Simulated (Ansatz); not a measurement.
# InW: relaxing a made-up structure, part 2 of 2

This structure for InW is made up. Its elements were placed in a known structure type with a cell scaled to their sizes. What cell does the guess relax to, and how far off was it?

Ansatz 0.2.0; DFT, r2SCAN, plane-wave PAW, files of the set soft_1, scalar-relativistic, no spin, cell and ions relaxed at zero pressure; PAW set soft_1 (the session's first sound run).

So far: The starting structure; Relaxing cell and atoms. The relaxed cell has a, b, c = 2.780, 11.252, 4.651 Å (conventional setting).

## Step 3: Bands of the relaxed cell

With the geometry fixed, one more self-consistent run, with a narrower smearing and the mesh shown in its input, gives the bands, and its pressure, and its forces where symmetry allows any, show how far the geometry depends on these settings.

This step: DFT, r2SCAN, plane-wave PAW, files of the set soft_1, scalar-relativistic, no spin, bands and density of states at the relaxed cell; PAW set soft_1 (Ansatz 0.2.0).

Input file input.yaml:

```yaml
crystal:
  lattice:
    - [1.3898822083, -5.6260716732, 0.0]
    - [1.3898822083, 5.6260716732, 0.0]
    - [0.0, 0.0, 4.6507079116]
  atoms:
    - { symbol: W, position: [0.1868289549, 0.8131710451, 0.25] }
    - { symbol: W, position: [0.8131710451, 0.1868289549, 0.75] }
    - { symbol: In, position: [0.4315957562, 0.5684042438, 0.25] }
    - { symbol: In, position: [0.5684042438, 0.4315957562, 0.75] }
kpoints:
  mp_grid: { grid: [12, 12, 8] }
  band_path:
    path:
      - [[0.0, 0.0, 0.0], [0.26525757, 0.26525757, 0.0], [0.0, 0.5, 0.0], [0.0, 0.5, 0.5], [0.26525757, 0.26525757, 0.5], [0.0, 0.0, 0.5], [0.0, 0.0, 0.0], [-0.5, 0.5, 0.0], [-0.26525757, 0.73474243, 0.0], [-0.26525757, 0.73474243, 0.5], [-0.5, 0.5, 0.5], [-0.5, 0.5, 0.0]]
      - [[0.0, 0.0, 0.5], [-0.5, 0.5, 0.5]]
    npoints: 6
scf:
  occupations: { method: fermi_dirac, width: 0.03 }
  n_extra_bands: 8
hamiltonian:
  xc: r2scan
  pseudopotentials: { kind: paw, azcp: { folder: soft_1 } }
output:
  forces: true
  stress: true
  write_bands: true
  dos: { projected: true }
  write_density: true
  write_potential: true
  elf: true
  volumetric_format: npy
```

The run is started by

```sh
$ ansatz run input.yaml --threads 4 --pin off --max-ram 8192MiB --backend cpu --events-out ev --progress --plain --runs-dir out
```

Numbers of over 12 decimals in the logs are rounded to 6 here.

Log:

```text
basis.fft_grid_basis auto: the FFT boxes are laid along the combinations [[1, 1, 0], [0, 1, 0], [0, 0, 1]] of the cell's own vectors, 2.780, 5.795 and 4.651 Å long. The dense box has 24×45×36 points. Along the cell's own vectors, as sized, it would have 45×45×36, 1.88 times as many. Of the 8 symmetry operations that the crystal satisfies within crystal.symmetry.tolerance (time reversal apart; of a slab, those that ke [...]
[...]
Crystal: 4 atoms, lattice volume = 72.733 Å³
Basis set: ecut = 500 eV, 1861 PW (Γ), FFT grids on a1+a2, a2, a3, exchange–correlation on 96×180×144 points (64 copies of the dense FFT grid, shifted against one another)
Bands: 35, of which v1, the nominal top of the filled ones, is band 27 counted from 1 (26 counted from 0)
Symmetry: 8 space group operations
[...]
k-points: 215 of 1152
[...]
SCF iter   1: F=—  HF=-32018.111279 eV  |F-HF|=—  |Δ(HF+E_count)|=         —  Δρ=6.21e-2  dr2=4.63e0  dr2_τ=1.91e-1  ethr=3.10e-3  ⟨swp⟩=6.3  Hψ=31515  notcnv=0
[...]
SCF iter   8: F=-32017.309055 eV  HF=-32017.309055 eV  |F-HF|=6.78e-9  |Δ(HF+E_count)|=   9.58e-7  Δρ=8.72e-6  dr2=7.48e-8  dr2_τ=2.33e-9  ethr=1.85e-10  ⟨swp⟩=14.1  Hψ=55340  notcnv=0
SCF 1 converged in 8 iterations: F = -32017.309055 eV  dr2 = 7.48e-8
  Residual-converged pass: ⟨swp⟩=1.0  Hψ=8385  notcnv=0  max |occ|·‖R‖ = 7.0e-9 eV (tolerance 1.0e-8 eV)  dr2=7.48e-8  dr2_τ=2.33e-9  dr2_onsite=1.92e-9  max |Δocc| = 8.5e-10
[...]
NSCF: frozen V_eff on 74 k-points
SCF converged after 8 iterations
Free energy (F): -32017.309055 eV
[...]
Internal energy: -32017.300801 eV  (E = F + TS)
E sigma→0 (E₀):  -32017.304928 eV
Entropy (-TS):   -0.008255 eV (-2.064 meV/atom)
Fermi energy:    17.754775 eV
[...]
--- Forces (eV/Å), atoms counted from 1 ---
  atom   1  W      0.00000000    -0.11425427     0.00000000
  atom   2  W      0.00000000     0.11425427     0.00000000
  atom   3  In     0.00000000     0.01479771     0.00000000
  atom   4  In     0.00000000    -0.01479771     0.00000000
  max |Σ_I F_I| component: 0.00e0 eV/Å
--- Stress (GPa, compression-positive) ---
        0.367734       0.000000       0.000000
        0.000000      -0.557362       0.000000
        0.000000       0.000000      -0.066433
  P = ⅓ Tr σ = -0.0854 GPa (-0.854 kbar)
--- Band table (eV; the first three rows and the last of 215) ---
  k-point 0: bands = [... 23 lower, 15.3891, 16.0183, 16.1170, 16.6307, 18.9805, 19.4381, 19.6694, 19.7027, ... 4 higher]
  k-point 1: bands = [... 23 lower, 15.1755, 15.8294, 16.0868, 17.0894, 18.9129, 19.5442, 19.6363, 19.7403, ... 4 higher]
  k-point 2: bands = [... 23 lower, 14.7457, 15.7665, 15.9419, 17.5339, 18.8332, 19.1990, 19.4541, 20.3037, ... 4 higher]
  k-point 214: bands = [... 23 lower, 14.4267, 15.6122, 15.6122, 18.7565, 18.7565, 19.1280, 19.1280, 20.7805, ... 4 higher]
```

Wall time 24 s (4 threads of Arm Neoverse V2, shared host); peak memory 0.92 GiB; 95 s of CPU time.

Numbers from this step:

* free energy: -32017.3091 eV
* energy at zero smearing: -32017.3049 eV
* smearing term TS: 0.008255 eV
* Fermi energy: 17.75 eV
* pressure: -0.08535 GPa

bands.tsv at the labelled points (eV, zero at the Fermi level; the bands that come nearest the Fermi level along the path):

```tsv
point	band 24	band 25	band 26	band 27	band 28	band 29	band 30	band 31
Γ	-2.37	-1.74	-1.64	-1.12	1.23	1.68	1.91	1.95
X	-3.38	-1.88	-0.62	-0.25	0.85	1.07	2.37	2.71
S	-3.42	-1.61	-1.06	0.27	0.82	0.95	1.27	3.29
R	-3.40	-1.59	-1.59	-0.51	-0.51	1.32	1.32	2.46
A	-2.79	-1.75	-1.75	-0.43	-0.43	0.69	0.69	2.48
Z	-3.22	-2.20	-2.20	0.47	0.47	1.24	1.24	3.09
Γ	-2.37	-1.74	-1.64	-1.12	1.23	1.68	1.91	1.95
Y	-3.10	-2.01	-1.49	0.56	0.80	1.23	1.95	2.40
X1	-3.38	-1.88	-0.62	-0.25	0.85	1.07	2.37	2.71
A1	-2.79	-1.75	-1.75	-0.43	-0.43	0.69	0.69	2.48
T	-3.33	-2.14	-2.14	1.00	1.00	1.37	1.37	3.03
Y	-3.10	-2.01	-1.49	0.56	0.80	1.23	1.95	2.40
Z	-3.22	-2.20	-2.20	0.47	0.47	1.24	1.24	3.09
T	-3.33	-2.14	-2.14	1.00	1.00	1.37	1.37	3.03
```

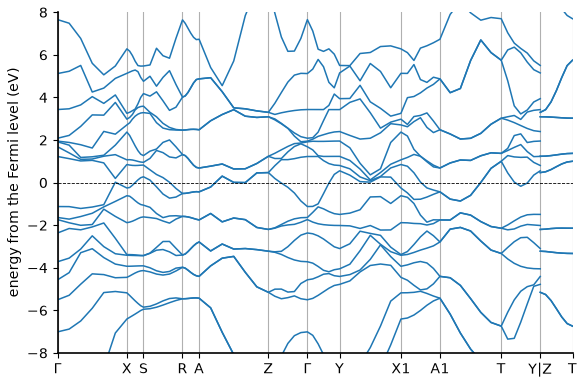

Bands along the path. 18 bands lie wholly below the window drawn.

Counts of states for the cell as run, both spins, by energy window (eV from the Fermi level):

| from | to | total |
| --- | --- | --- |
| -8 | -7 | 0.87 |
| -7 | -6 | 0.95 |
| -6 | -5 | 1.34 |
| -5 | -4 | 1.87 |
| -4 | -3 | 2.73 |
| -3 | -2 | 3.32 |
| -2 | -1 | 3.16 |
| -1 | 0 | 2.06 |
| 0 | 1 | 2.71 |
| 1 | 2 | 3.39 |
| 2 | 3 | 2.90 |
| 3 | 4 | 2.50 |

Below -8 eV lie 37.7 more states.

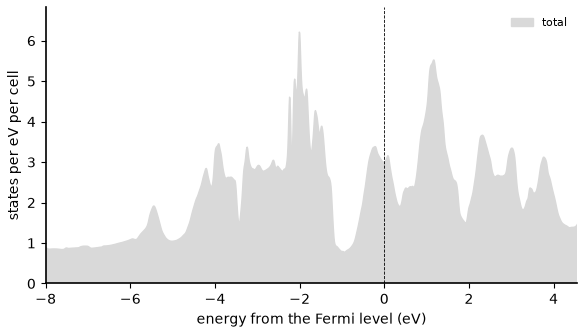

Total density of states, smoothed over about 0.04 eV.

Force by atom:

| atom | x (eV/Å) | y (eV/Å) | z (eV/Å) | size |
| --- | --- | --- | --- | --- |
| W1 | 0.000 | -0.114 | 0.000 | 0.114 |
| W2 | 0.000 | 0.114 | 0.000 | 0.114 |
| In3 | 0.000 | 0.015 | 0.000 | 0.015 |
| In4 | 0.000 | -0.015 | 0.000 | 0.015 |

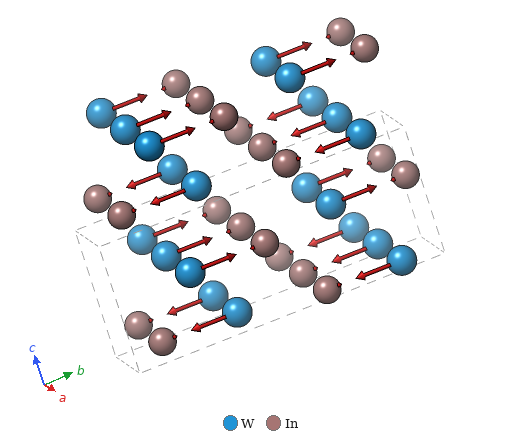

Force as arrows, the longest 0.114 eV/Å. 2×1×2 conventional cells are drawn. Some periodic images of atoms are drawn too.

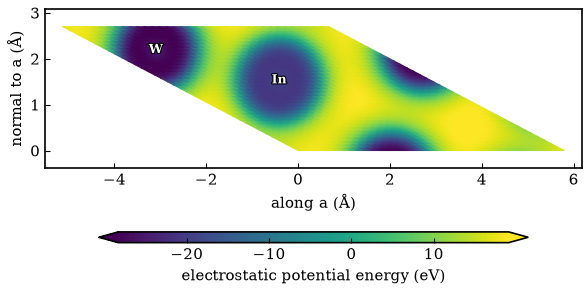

Electrostatic potential energy in the ab plane of the cell as run, not the conventional one, at fractional z = 0.250, with atoms of W and In within 0.2 Å of it. With pseudopotentials it is smooth inside the atoms' cores, unlike the true potential.

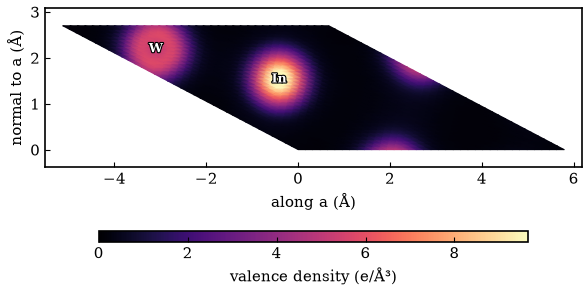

Valence density in the ab plane of the cell as run, not the conventional one, at fractional z = 0.250, with atoms of W and In within 0.2 Å of it. It is the smooth field of the valence electrons, not physical close to the nuclei.

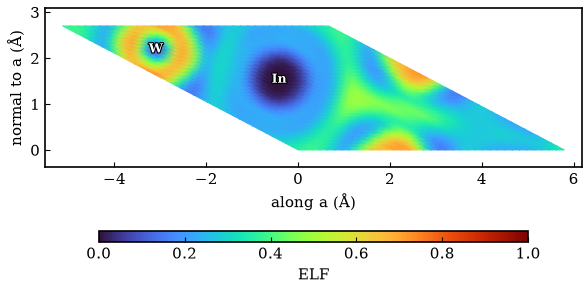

ELF in the ab plane of the cell as run, not the conventional one, at fractional z = 0.250, with atoms of W and In within 0.2 Å of it. It is the smooth field of the valence electrons, not physical close to the nuclei.

## Step 4: Outcome

```yaml
space_group_relaxed: Cmcm
conventional_cell: a = 2.780, b = 11.252, c = 4.651 Å; α = 90.0°, β = 90.0°, γ = 90.0°
volume_per_atom: 18.18 Å³ (guess 22.23)
```

**Reading.** InW relaxes to Cmcm with a = 2.780, b = 11.252 and c = 4.651 Å. The guessed volume was 22 % too large. The space group Cmcm was held in the relaxation, so the end point is a stationary structure within it and may be a saddle against distortions or other arrangements. Bands cross the Fermi level, so it is a metal or semimetal at this level. On the 12×12×8 mesh with the narrower smearing (relaxed on 7×7×7) the largest force component is 0.114 eV/Å and the largest stress component is 0.557 GPa, against the relaxation's thresholds of 0.015 eV/Å and 0.05 GPa. The cutoff wasn't tested. A vector of the cell changed its length by 17 %, more than the volume shows. Spin-orbit coupling is left out, which can matter for elements this heavy. No dispersion term is used, so weakly bound directions may come out too long. The runs have no spin, and magnetism wasn't tested. Nothing here tests whether the compound is stable against decomposition.

[Logs are printed without paths, hosts, clocks, repeated set-up lines and the standing remarks that a program may print on its own settings, such as how far it seeks lower states.]

[Hosts, paths, dates, database ids (printed as entryN), source tags and the programs' standing remarks are cut or masked in the printed files.]
